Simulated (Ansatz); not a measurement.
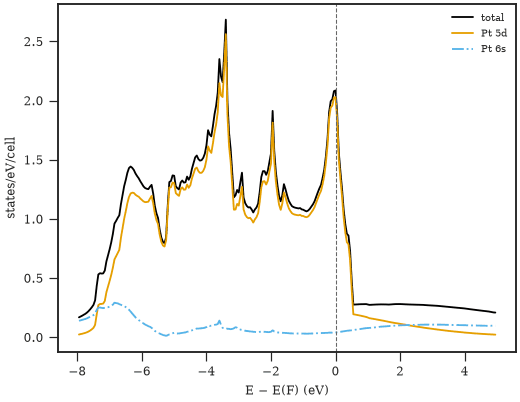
*Total and projected density of states of Pt (fcc (Cu type), space group No. 225), plane-wave PAW PBEsol (Ansatz code)*

**Question.** Which orbitals carry the states next to the Fermi level?

**Answer.** Within 0.5 eV of the Fermi level: Pt 5d 96 %. Projections are on Löwdin-orthogonalised atomic valence shells; empty p or d shells of many metals are not among them.

**Question.** Where is the tallest occupied peak in this window, and what makes it?

**Answer.** Near -3.4 eV, about 2.7 states/eV per cell; the largest projected share is Pt 5d.

Space group Fm-3m (fcc (Cu type)). The cell was relaxed with PBEsol under the symmetry of its start. No spin polarisation was allowed. Spin–orbit coupling is left out wherever it is not named.

Potentials: the later of the program's two PAW sets.
